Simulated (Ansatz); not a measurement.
**Mg2MnCdN, from a guessed structure to a relaxed one**

This structure for Mg2MnCdN is made up. Its elements were placed in a known structure type with a cell scaled to their sizes. What cell does the guess relax to, and how far off was it?

Method: DFT, PBE, plane-wave PAW, files of the set soft_1, scalar-relativistic, ferromagnetic start, cell and ions relaxed at zero pressure; PAW set soft_1, in the first sound run; inputs show where later runs differ, in Ansatz 0.2.0.

## 1. Set-up

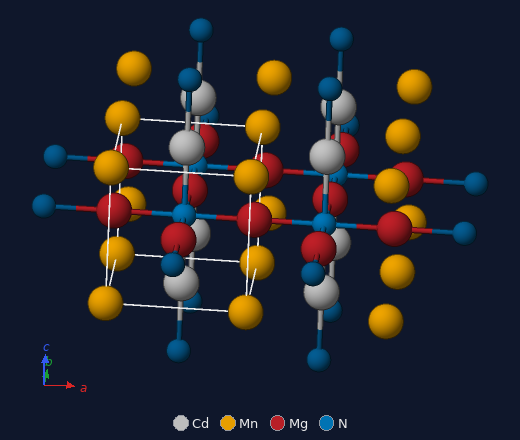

The starting structure, seen slightly off an axis (cadmium light grey, manganese orange, magnesium red, nitrogen blue). 2×2×1 cells are drawn. Some periodic images of atoms are drawn too.

As a file:

```cif
data_structure
_symmetry_space_group_name_H-M 'P4/mmm'
_symmetry_Int_Tables_number 123
_cell_length_a 4.5620
_cell_length_b 4.5620
_cell_length_c 4.7050
_cell_angle_alpha 90.000
_cell_angle_beta 90.000
_cell_angle_gamma 90.000
_cell_volume 97.92
loop_
_atom_site_label
_atom_site_type_symbol
_atom_site_symmetry_multiplicity
_atom_site_Wyckoff_symbol
_atom_site_fract_x
_atom_site_fract_y
_atom_site_fract_z
_atom_site_occupancy
Cd1 Cd 1 c 0.50000 0.50000 0.00000 1
Mn1 Mn 1 a 0.00000 0.00000 0.00000 1
Mg1 Mg 2 e 0.00000 0.50000 0.50000 1
N1 N 1 d 0.50000 0.50000 0.50000 1
```

## 2. Relaxation of the guess

The guessed cell has no reason to be at equilibrium. It is relaxed with the atoms, within the space group of the guess.

File input.yaml:

```yaml
crystal:
  lattice:
    - [4.562, 0.0, 0.0]
    - [0.0, 4.562, 0.0]
    - [0.0, 0.0, 4.705]
  atoms:
    - { symbol: Cd, position: [0.5, 0.5, 0.0] }
    - { symbol: Mn, position: [0.0, 0.0, 0.0], spin: 4.0 }
    - { symbol: Mg, position: [0.0, 0.5, 0.5] }
    - { symbol: Mg, position: [0.5, 0.0, 0.5] }
    - { symbol: "N", position: [0.5, 0.5, 0.5] }
magnetization:
  spin_polarized: true
kpoints:
  mp_grid: { grid: [6, 6, 6] }
scf:
  occupations: { method: fermi_dirac, width: 0.05 }
hamiltonian:
  xc: pbe
  pseudopotentials: { kind: paw, azcp: { folder: soft_1 } }
relax:
  f_tol: 0.015
  max_steps: 70
  cell: {}
output:
  forces: true
  stress: true
```

Launch:

```bash
> ansatz run input.yaml --threads 4 --pin off --max-ram 8192MiB --backend cpu --events-out ev --progress --plain --runs-dir out
```

Numbers of over 12 decimals in the logs are rounded to 6 here.

What it wrote:

```text
Engine: ansatz 0.2.0, aarch64-unknown-linux-gnu
Pseudopotentials: kind: paw
Pseudopotential: Cd, paw, valence charge 20, recommended cutoff 420 eV (normal), soft_1/Cd.paw.azcp
Pseudopotential: Mn, paw, valence charge 15, recommended cutoff 420 eV (normal), soft_1/Mn.paw.azcp
Pseudopotential: Mg, paw, valence charge 10, recommended cutoff 420 eV (normal), soft_1/Mg.paw.azcp
Pseudopotential: N, paw, valence charge 5, recommended cutoff 420 eV (normal), soft_1/N.paw.azcp
Functional definition: PBE
  parameter kappa = 0.804
  parameter beta = 0.066725
  exchange = pbe_x(kappa = kappa, mu = beta*pi^2/3)
  correlation = pbe_c(beta = beta)
Crystal: 5 atoms, lattice volume = 97.920 Å³
Basis set: ecut = 420 eV, 1895 PW (Γ), exchange–correlation on 64×64×64 points (8 copies of the dense FFT grid, shifted against one another)
Bands: 39, of which v1, the nominal top of the filled ones, is band 30 counted from 1 (29 counted from 0)
Symmetry: 16 space group operations
Space group: P4/mmm (ITA 123), of the structure as read, at distance tolerance 4.6e-5 Å
Magnetic group: BNS 123.339 (UNI 999), of the structure as read, at distance tolerance 4.6e-5 Å
k-points: 40 of 216
Non-local potential: Cd, projectors of the file, l = 0: 3, l = 1: 2, l = 2: 2, l = 3: 1
Non-local potential: Mn, projectors of the file, l = 0: 3, l = 1: 2, l = 2: 3, l = 3: 1
Non-local potential: Mg, projectors of the file, l = 0: 3, l = 1: 2, l = 2: 1
Non-local potential: N, projectors of the file, l = 0: 2, l = 1: 2, l = 2: 1
PAW form: soft (Blöchl's): semilocal exchange-correlation on the pseudo side does not see the compensation charge
PAW one-centre angular grid: Cd, 590 points (default); XC on 64 Gauss nodes
PAW one-centre angular grid: Mn, 590 points (default); XC on 64 Gauss nodes
PAW one-centre angular grid: Mg, 110 points (default); XC on 64 Gauss nodes
PAW one-centre angular grid: N, 110 points (default); XC on 64 Gauss nodes
Initial density: superposition of atomic densities (chi_scale 0.1, normalization cell, long waves kept (reshape's long-wave potential 0.05 eV rms))
Starting moments: Σ|m| = 4 μB on 1 of 5 sites
Initial wavefunctions: pseudopotential atomic-orbital guess
Functional: x = pbe(κ = 0.804, μ = 0.219515), c = pbe(β = 0.066725)
SCF iter   1: F=—  HF=-16383.386937 eV  |F-HF|=—  |Δ(HF+E_count)|=         —  Δρ=3.32e-2 (↑3.32e-2 ↓1.94e-2)  dr2=2.78e0  dr2_m=1.05e-1  M=4.057 μB ∫|m|=4.418 μB  β_m=0.30  ethr=3.10e-3  ⟨swp⟩=6.3  Hψ=11260  notcnv=0  defer=1
Mixer restart at iter 1: flushing history
preconditioner: auto → Kerker (q_TF=auto, 2.514 Å⁻¹)  [metal: Δε(μ)=0.016 eV  Ē_g=8.192 eV  σ=0.050 eV  W_gap=0.08  n_scr=26 (ndim 8)  ℏωp=19.9 eV  f_vac=0.000  D(μ)=2.61/eV (n_scr^D=18)]
spin=Collinear: Kerker preconditioning applied to the charge; magnetization (m = ρ↑ − ρ↓) channel mixes plain (no charge-response kernel on spin).
SCF iter   2: F=—  HF=-16383.581446 eV  |F-HF|=—  |Δ(HF+E_count)|=   1.95e-1  Δρ=1.83e-2 (↑1.83e-2 ↓1.24e-2)  dr2=1.12e0  dr2_m=3.89e-2  M=4.068 μB ∫|m|=4.474 μB  β_m=0.48  ethr=3.10e-3  ⟨swp⟩=2.0  Hψ=4616  notcnv=0  defer=145
SCF iter   3: F=—  HF=-16383.629593 eV  |F-HF|=—  |Δ(HF+E_count)|=   4.81e-2  Δρ=7.98e-3 (↑7.98e-3 ↓5.84e-3)  dr2=3.15e-1  dr2_m=5.83e-3  M=4.067 μB ∫|m|=4.564 μB  β_m=0.57  ethr=1.87e-3  ⟨swp⟩=2.0  Hψ=4205  notcnv=0  defer=153
SCF iter   4: F=—  HF=-16383.566345 eV  |F-HF|=—  |Δ(HF+E_count)|=   6.32e-2  Δρ=3.24e-3 (↑3.24e-3 ↓2.92e-3)  dr2=2.61e-2  dr2_m=1.65e-4  M=4.092 μB ∫|m|=4.663 μB  β_m=0.75  ethr=5.25e-4  ⟨swp⟩=2.4  Hψ=4752  notcnv=0  defer=151
SCF iter   5: F=—  HF=-16383.589823 eV  |F-HF|=—  |Δ(HF+E_count)|=         —  Δρ=3.47e-3 (↑9.43e-4 ↓3.47e-3)  dr2=1.58e-2  dr2_m=2.07e-3  M=4.128 μB ∫|m|=4.712 μB  β_m=0.75  ethr=4.35e-5  ⟨swp⟩=2.0  Hψ=4885  notcnv=0  defer=152
Mixer restart at iter 5: flushing history
SCF iter   6: F=—  HF=-16383.594810 eV  |F-HF|=—  |Δ(HF+E_count)|=   4.99e-3  Δρ=1.75e-3 (↑1.75e-3 ↓9.49e-4)  dr2=1.43e-3  dr2_m=1.28e-3  M=4.130 μB ∫|m|=4.719 μB  β_m=0.81  ethr=2.64e-5  ⟨swp⟩=2.0  Hψ=5997  notcnv=0  defer=152
SCF iter   7: F=—  HF=-16383.593676 eV  |F-HF|=—  |Δ(HF+E_count)|=   1.13e-3  Δρ=1.10e-3 (↑7.38e-4 ↓1.10e-3)  dr2=3.82e-3  dr2_m=3.81e-5  M=4.134 μB ∫|m|=4.723 μB  β_m=0.75  ethr=2.38e-6  ⟨swp⟩=2.0  Hψ=6295  notcnv=0  defer=150
SCF iter   8: F=—  HF=-16383.593088 eV  |F-HF|=—  |Δ(HF+E_count)|=   5.88e-4  Δρ=3.97e-4 (↑2.60e-4 ↓3.97e-4)  dr2=3.20e-4  dr2_m=1.00e-5  M=4.129 μB ∫|m|=4.721 μB  β_m=0.87  ethr=2.38e-6  ⟨swp⟩=2.0  Hψ=5841  notcnv=0  defer=150
SCF iter   9: F=—  HF=-16383.593218 eV  |F-HF|=—  |Δ(HF+E_count)|=   1.30e-4  Δρ=1.84e-4 (↑1.52e-4 ↓1.84e-4)  dr2=9.61e-5  dr2_m=8.11e-7  M=4.128 μB ∫|m|=4.719 μB  β_m=0.90  ethr=5.33e-7  ⟨swp⟩=2.0  Hψ=3805  notcnv=0  defer=150
SCF iter  10: F=—  HF=-16383.593087 eV  |F-HF|=—  |Δ(HF+E_count)|=   1.31e-4  Δρ=5.96e-5 (↑5.82e-5 ↓5.96e-5)  dr2=2.16e-5  dr2_m=2.98e-8  M=4.127 μB ∫|m|=4.718 μB  β_m=0.87  ethr=1.60e-7  ⟨swp⟩=2.0  Hψ=5298  notcnv=0  defer=150
SCF iter  11: F=—  HF=-16383.593085 eV  |F-HF|=—  |Δ(HF+E_count)|=   1.60e-6  Δρ=3.84e-5 (↑2.80e-5 ↓3.84e-5)  dr2=3.14e-6  dr2_m=2.38e-7  M=4.127 μB ∫|m|=4.718 μB  β_m=0.80  ethr=3.60e-8  ⟨swp⟩=2.0  Hψ=4201  notcnv=0  defer=150
SCF iter  12: F=—  HF=-16383.593085 eV  |F-HF|=—  |Δ(HF+E_count)|=   5.05e-7  Δρ=5.88e-6 (↑4.36e-6 ↓5.88e-6)  dr2=1.29e-7  dr2_m=1.10e-8  M=4.127 μB ∫|m|=4.718 μB  β_m=0.90  ethr=5.23e-9  ⟨swp⟩=2.0  Hψ=5189  notcnv=0  defer=150
SCF iter  13: F=—  HF=-16383.593085 eV  |F-HF|=—  |Δ(HF+E_count)|=   8.65e-9  Δρ=1.29e-6 (↑1.16e-6 ↓1.29e-6)  dr2=7.85e-9  dr2_m=9.35e-11  M=4.127 μB ∫|m|=4.718 μB  β_m=0.93  ethr=2.16e-10  ⟨swp⟩=2.0  Hψ=3739  notcnv=0  defer=150
SCF iter  14: F=-16383.593085 eV  HF=-16383.593085 eV  |F-HF|=3.17e-10  |Δ(HF+E_count)|=  2.69e-10  Δρ=5.19e-7 (↑4.07e-7 ↓5.19e-7)  dr2=7.54e-10  dr2_m=6.50e-11  M=4.127 μB ∫|m|=4.718 μB  ethr=1.31e-11  ⟨swp⟩=1.1  Hψ=8797  notcnv=0
SCF 1 converged in 14 iterations: F = -16383.593085 eV  dr2 = 7.54e-10
  greatest PAW one-centre occupation: 1.000 electrons in one spin orbital (limit 2), on the Cd atom at site 0 (counted from 0), in its partial waves of l = 0
relax step   1: F+E_penalty+E_count = -16383.59308500 eV  Δ(F+E_penalty+E_count) = +0.000e0 eV  max|allowed force component| = 3.147e-28 eV/Å  Δτ_max = 0.0000 Å  P = -7.365 GPa  Ω = 97.920 Å³  (14 SCF iters, dr2 threshold 1.00e-7 eV, accepted)
Crystal: 5 atoms, lattice volume = 87.794 Å³
Basis set: ecut = 420 eV, 1695 PW (Γ), exchange–correlation on 64×64×64 points (8 copies of the dense FFT grid, shifted against one another)
[...]
SCF iter   7: F=—  HF=-16384.120346 eV  |F-HF|=—  |Δ(HF+E_count)|=   2.44e-6  Δρ=4.29e-5 (↑3.43e-5 ↓4.29e-5)  dr2=5.77e-6  dr2_m=7.91e-8  M=4.041 μB ∫|m|=4.505 μB  β_m=0.89  ethr=3.61e-8  ⟨swp⟩=2.1  Hψ=4165  notcnv=0  defer=1
SCF iter   8: F=—  HF=-16384.120345 eV  |F-HF|=—  |Δ(HF+E_count)|=   4.98e-7  Δρ=1.87e-5 (↑1.01e-5 ↓1.87e-5)  dr2=3.50e-7  dr2_m=7.72e-8  M=4.041 μB ∫|m|=4.505 μB  β_m=0.94  ethr=9.62e-9  ⟨swp⟩=2.0  Hψ=4723  notcnv=0  defer=1
SCF iter   9: F=—  HF=-16384.120345 eV  |F-HF|=—  |Δ(HF+E_count)|=   2.20e-7  Δρ=1.53e-5 (↑6.42e-6 ↓1.53e-5)  dr2=4.50e-7  dr2_m=2.13e-8  M=4.041 μB ∫|m|=4.505 μB  β_m=0.97  ethr=5.83e-10  ⟨swp⟩=2.1  Hψ=5395  notcnv=0  defer=1
SCF iter  10: F=-16384.120345 eV  HF=-16384.120345 eV  |F-HF|=8.66e-8  |Δ(HF+E_count)|=   8.12e-9  Δρ=9.74e-6 (↑3.65e-6 ↓9.74e-6)  dr2=1.27e-7  dr2_m=8.87e-9  M=4.041 μB ∫|m|=4.505 μB  ethr=5.83e-10  ⟨swp⟩=2.3  Hψ=10031  notcnv=0
SCF 3 converged in 10 iterations: F = -16384.120345 eV  dr2 = 1.27e-7
relax step   3: F+E_penalty+E_count = -16384.12034535 eV  Δ(F+E_penalty+E_count) = -9.403e-2 eV  max|allowed force component| = 9.506e-30 eV/Å  Δτ_max = 0.0000 Å  P = +3.401 GPa  Ω = 81.293 Å³  energy of the carried Pulay correction = +9.439e-3 eV  (10 SCF iters, dr2 threshold 5.00e-7 eV, accepted)
[...]
relax step   4: F+E_penalty+E_count = -16384.15646824 eV  Δ(F+E_penalty+E_count) = -3.612e-2 eV  max|allowed force component| = 1.592e-29 eV/Å  Δτ_max = 0.0000 Å  P = +0.410 GPa  Ω = 84.536 Å³  energy of the carried Pulay correction = +7.511e-3 eV  (10 SCF iters, dr2 threshold 5.00e-7 eV, accepted)
[...]
relax step   5: F+E_penalty+E_count = -16384.16347066 eV  Δ(F+E_penalty+E_count) = -7.002e-3 eV  max|allowed force component| = 7.731e-30 eV/Å  Δτ_max = 0.0000 Å  P = +0.042 GPa  Ω = 85.255 Å³  energy of the carried Pulay correction = +7.125e-3 eV  (8 SCF iters, dr2 threshold 5.00e-7 eV, accepted)
[...]
relax step   6: F+E_penalty+E_count = -16384.16427379 eV  Δ(F+E_penalty+E_count) = -8.031e-4 eV  max|allowed force component| = 8.046e-30 eV/Å  Δτ_max = 0.0000 Å  P = +0.002 GPa  Ω = 85.459 Å³  energy of the carried Pulay correction = +7.023e-3 eV  (7 SCF iters, dr2 threshold 4.18e-7 eV, accepted)
[...]
relax step   7: F+E_penalty+E_count = -16384.16127320 eV  Δ(F+E_penalty+E_count) = +3.001e-3 eV  max|allowed force component| = 1.607e-29 eV/Å  Δτ_max = 0.0000 Å  P = -0.033 GPa  Ω = 85.459 Å³  stress off target by 7.29e-2 GPa  SCF on the basis re-selected at this cell (its energy is not comparable with the rows above)  (13 SCF iters)
[...]
relax step   8: F+E_penalty+E_count = -16384.16131748 eV  Δ(F+E_penalty+E_count) = -4.428e-5 eV  max|allowed force component| = 4.110e-29 eV/Å  Δτ_max = 0.0000 Å  P = +0.001 GPa  Ω = 85.451 Å³  energy of the carried Pulay correction = +5.998e-6 eV  (7 SCF iters, dr2 threshold 1.33e-8 eV, accepted)
iter 1 solved again at ethr=2.86e-8 eV; its pass at ethr=3.10e-3 eV (dr2=1.72e-5 eV) is discarded
SCF iter   1: F=—  HF=-16384.161307 eV  |F-HF|=—  |Δ(HF+E_count)|=         —  Δρ=1.62e-6 (↑1.62e-6 ↓1.56e-6)  dr2=2.13e-9  dr2_m=1.97e-10  M=4.083 μB ∫|m|=4.572 μB  β_m=0.65  ethr=2.86e-8  ⟨swp⟩=4.2  Hψ=21035  notcnv=0
preconditioner: auto → Kerker (q_TF=auto, 2.138 Å⁻¹)  [metal: Δε(μ)=0.003 eV  Ē_g=9.391 eV  σ=0.050 eV  W_gap=0.02  n_scr=18 (ndim 8)  ℏωp=21.3 eV  f_vac=0.000  D(μ)=2.70/eV (n_scr^D=18)]
spin=Collinear: Kerker preconditioning applied to the charge; magnetization (m = ρ↑ − ρ↓) channel mixes plain (no charge-response kernel on spin).
SCF iter   2: F=—  HF=-16384.161300 eV  |F-HF|=—  |Δ(HF+E_count)|=   6.66e-6  Δρ=6.54e-7 (↑6.07e-7 ↓6.54e-7)  dr2=5.07e-10  dr2_m=1.03e-11  M=4.083 μB ∫|m|=4.572 μB  β_m=0.52  ethr=3.55e-12  ⟨swp⟩=2.9  Hψ=6386  notcnv=0
SCF iter   3: F=—  HF=-16384.161300 eV  |F-HF|=—  |Δ(HF+E_count)|=   1.15e-9  Δρ=3.77e-7 (↑3.08e-7 ↓3.77e-7)  dr2=2.10e-10  dr2_m=7.49e-12  M=4.083 μB ∫|m|=4.572 μB  β_m=0.76  ethr=1.00e-12  ⟨swp⟩=2.0  Hψ=4195  notcnv=0
SCF iter   4: F=—  HF=-16384.161300 eV  |F-HF|=—  |Δ(HF+E_count)|=  3.75e-10  Δρ=1.27e-7 (↑8.40e-8 ↓1.27e-7)  dr2=4.71e-11  dr2_m=1.11e-12  M=4.083 μB ∫|m|=4.572 μB  β_m=0.88  ethr=1.00e-12  ⟨swp⟩=2.0  Hψ=4201  notcnv=0
SCF iter   5: F=-16384.161300 eV  HF=-16384.161300 eV  |F-HF|=1.09e-11  |Δ(HF+E_count)|=  2.18e-11  Δρ=1.10e-7 (↑1.10e-7 ↓5.75e-8)  dr2=5.26e-12  dr2_m=4.25e-12  M=4.083 μB ∫|m|=4.572 μB  ethr=1.00e-12  ⟨swp⟩=2.9  Hψ=9372  notcnv=0
SCF 9 converged in 5 iterations: F = -16384.161300 eV  dr2 = 5.26e-12
relax step   9: F+E_penalty+E_count = -16384.16130006 eV  Δ(F+E_penalty+E_count) = +1.742e-5 eV  max|allowed force component| = 1.149e-28 eV/Å  Δτ_max = 0.0000 Å  P = +0.001 GPa  Ω = 85.451 Å³  stress off target by 6.79e-3 GPa  SCF on the basis re-selected at this cell (its energy is not comparable with the rows above)  (5 SCF iters)
basis re-selected at this cell: Δ(F+E_penalty+E_count) = +1.742e-5 eV, ΔP = +0.000 GPa vs the last step (what re-selecting the basis moved, of the pressure what is left beyond the Pulay correction that the steps carried, after the strain that the cell walked since its last selection, with what the two solves' SCF thresholds leave and, on support functions, any second-order correction that the steps lacked; it is no m [...]
SCF converged after 5 iterations
Magnetization: 4.0830 μB (32.0415 up, 27.9585 down)
Absolute magnetization: 4.5724 μB (∫|ρ↑−ρ↓|, with the PAW one-centre terms)
Spin contamination: 0.2667 ħ² per cell (⟨S²⟩ above its minimum at these occupations)
Per-site moments (μB) at R_I (Å): [(-0.00713404, 1.015627), (4.032324, 1.215060), (-0.00850444, 0.859177), (-0.00850444, 0.859177), (0.074501, 0.859177)]
Free energy (F): -16384.161300 eV
Harris-Foulkes:  -16384.161300 eV  (|F-HF|=1.09e-11)
Internal energy: -16384.139732 eV  (E = F + TS)
E sigma→0 (E₀):  -16384.150516 eV
Entropy (-TS):   -0.021568 eV (-4.314 meV/atom)
Fermi energy:    9.820261 eV
--- Per-component energies (eV) ---
  E_band       = -1411.320936
  E_kinetic    = 1019.876559
  E_local      = -9208.112524  (includes V_loc(G=0)·N_el)
  E_nonlocal   = 1009.085720
  E_hartree    = 3629.454142
  E_xc         = -376.200396
  E_vxc        = -476.657672  (∫ρ·V_xc dr)
  E_paw        = -6157.129954  (= ΣΔE_a)
  E_vpaw       = -1014.422262  (= ΣTr[D̂ρ^β])
  E_aug_tail   = 0.000996  (compensation charges beyond the density's cutoff)
  E_ewald      = -6301.114274
  E_smearing   = -0.021568  (= −TS)
  E_closure    = -0.000000  (closes the sum)
  Σ components = -16384.161300   (vs F -16384.161300, Δ=0.00e0)
--- Forces (eV/Å), atoms counted from 1 ---
  atom   1  Cd    -0.00000000    -0.00000000     0.00000000
  atom   2  Mn     0.00000000     0.00000000     0.00000000
  atom   3  Mg    -0.00000000     0.00000000     0.00000000
  atom   4  Mg    -0.00000000     0.00000000     0.00000000
  atom   5  N     -0.00000000     0.00000000     0.00000000
  max |Σ_I F_I| component: 1.83e-28 eV/Å
--- Stress (GPa, compression-positive) ---
       -0.001951      -0.000000      -0.000000
       -0.000000      -0.001951      -0.000000
       -0.000000      -0.000000       0.006794
  P = ⅓ Tr σ = 0.0010 GPa (0.010 kbar)
--- Relaxed structure (7 steps of the walk, 7 accepted, 2 SCFs on fresh bases) ---
  F+E_penalty+E_count = -16384.16130006 eV   max|allowed force component| = 1.149e-28 eV/Å   (the final SCF, on the basis selected at the relaxed cell)
  cell:  # Å, volume = 85.4511 Å³
    - [4.165706, 0, 0]
    - [0, 4.165706, 0]
    - [0, 0, 4.924254]
  atoms:
    - { symbol: Cd, position: [0.500000, 0.500000, 0] }
    - { symbol: Mn, position: [0, 0, 0] }
    - { symbol: Mg, position: [0, 0.500000, 0.5] }
    - { symbol: Mg, position: [0.500000, 0, 0.5] }
    - { symbol: N, position: [0.500000, 0.500000, 0.5] }
```

It took 33 s on 4 threads of Arm Neoverse V2, shared host; peak memory 0.58 GiB.

The steps of the relaxation:

| step | energy less that of the first step (eV) | largest force component (eV/Å) | pressure (GPa) | volume (Å³) |
| --- | --- | --- | --- | --- |
| 1 | 0.0000 | 0.0000 | -7.37 | 97.92 |
| 2 | -0.4332 | 0.0000 | -2.46 | 87.79 |
| 3 | -0.5273 | 0.0000 | 3.40 | 81.29 |
| 4 | -0.5634 | 0.0000 | 0.41 | 84.54 |
| 5 | -0.5704 | 0.0000 | 0.04 | 85.26 |
| 6 | -0.5712 | 0.0000 | 0.00 | 85.46 |
| 7* | -0.5682 | 0.0000 | -0.03 | 85.46 |
| 8 | -0.5682 | 0.0000 | 0.00 | 85.45 |
| 9* | -0.5682 | 0.0000 | 0.00 | 85.45 |

Relaxation steps marked * repeat the geometry before them on a plane-wave basis chosen anew for their cell, so energy and pressure can jump there.

Forces are held to the 16 operations that the run works with; a distortion that breaks them can't arise in this run.

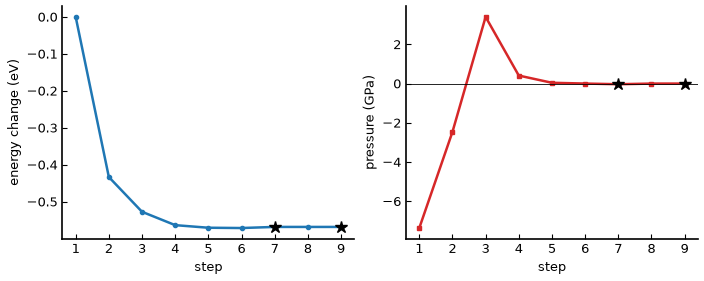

Energy and pressure along the relaxation. Stars mark steps on a basis chosen anew.

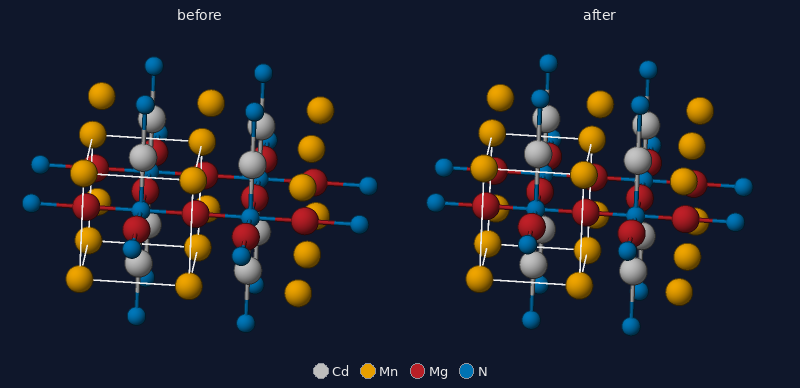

Before and after, at one scale.

| conventional cell, symmetrised | before | after | change |
| --- | --- | --- | --- |
| a (Å) | 4.562 | 4.166 | -8.7 % |
| b (Å) | 4.562 | 4.166 | -8.7 % |
| c (Å) | 4.705 | 4.924 | +4.7 % |
| volume (Å³/atom) | 19.58 | 17.09 | -12.7 % |

Final coordinates:

```xyz
5
Lattice="4.1657 0.0000 0.0000 0.0000 4.1657 0.0000 0.0000 0.0000 4.9243" Properties=species:S:1:pos:R:3 pbc="T T T"
Cd    2.0829    2.0829    0.0000
Mn    0.0000    0.0000    0.0000
Mg    0.0000    2.0829    2.4621
Mg    2.0829    0.0000    2.4621
N     2.0829    2.0829    2.4621
```

This step gave:

| Item | Value |
| --- | --- |
| free energy | -16384.1613 eV |
| energy at zero smearing | -16384.1505 eV |
| smearing term TS | 0.02157 eV |
| Fermi energy | 9.820 eV |
| magnetization | 4.083 μB |
| absolute magnetization | 4.572 μB |
| site moments | -0.007134, 4.032, -0.008504, -0.008504, 0.07450 μB |
| electrons | 60 |
| symmetry operations | 16 |
| pressure | 9.64e-4 GPa |

Site moment by atom:

| atom | site moment (μB) |
| --- | --- |
| Cd1 | -0.01 |
| Mn2 | 4.03 |
| Mg3 | -0.01 |
| Mg4 | -0.01 |
| N5 | 0.07 |

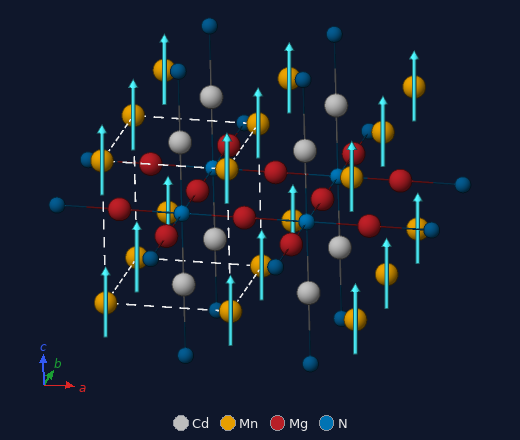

Site moment as arrows, the longest 4.03 μB. Up and down stand for the sign. Arrows give size and sign along the axis of quantisation, drawn up and down the page. 2×2×1 cells are drawn. Some periodic images of atoms are drawn too.

The shortest distance of each pair, which need not be the same contact before and after:

| pair | guess (Å) | relaxed (Å) |
| --- | --- | --- |
| Mg–N | 2.281 | 2.083 |
| Cd–N | 2.353 | 2.462 |
| Cd–Mn | 3.226 | 2.946 |
| Mg–Mg | 3.226 | 2.946 |
| Cd–Mg | 3.277 | 3.225 |

The relaxation ends with a pressure of 0.00 GPa.

[end of part 1 of 2]

[Logs are printed without paths, hosts, clocks, repeated set-up lines and the standing remarks that a program may print on its own settings, such as how far it seeks lower states.]

[Hosts, paths, dates, database ids (printed as entryN), source tags and the programs' standing remarks are cut or masked in the printed files.]
